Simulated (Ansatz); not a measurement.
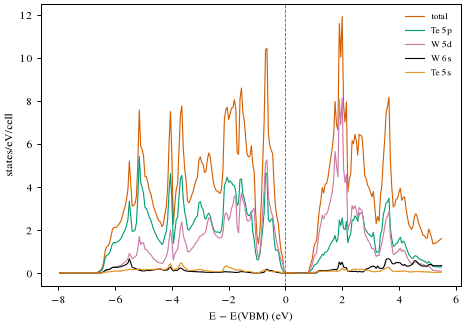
Fig. 1. Total and projected density of states of Te2W in space group P6_3/mmc (No. 194; Te on 4f, W on 2c), the program Ansatz at the LDA level (PAW)

**Question.** Which orbitals carry the states next to the gap?

**Answer.** Top 1 eV of the valence band: W 5d 52 %, Te 5p 42 %. Bottom 1 eV of the conduction band: W 5d 66 %, Te 5p 24 %, outside the projected shells 5 %. Projections are on Löwdin-orthogonalised atomic valence shells; empty p or d shells of many metals are not among them.

**Question.** Where is the tallest occupied peak in this window, and what makes it?

**Answer.** Near -0.6 eV, about 10 states/eV per cell; the largest projected share is W 5d.

The workflow started from a Materials Project entry (that database holds measured and hypothetical structures alike); the Crystallography Open Database copy checked does not list it. COD files the formula under space group No. 31. Its standing as an ambient phase is unchecked. Symmetry was held in the LDA relaxation; its stability against distortions is not shown here. No spin polarisation was allowed. A crystal of weakly bound layers computed without a dispersion correction: the cell and the soft elastic constants depend strongly on that. Scalar-relativistic: spin–orbit coupling is off unless named, which matters more the heavier the elements.

Potentials: the earlier of the program's two PAW sets. The files were generated under PBE; for other functionals the program regenerates the frozen cores, and for LDA and PBEsol the local potential too.
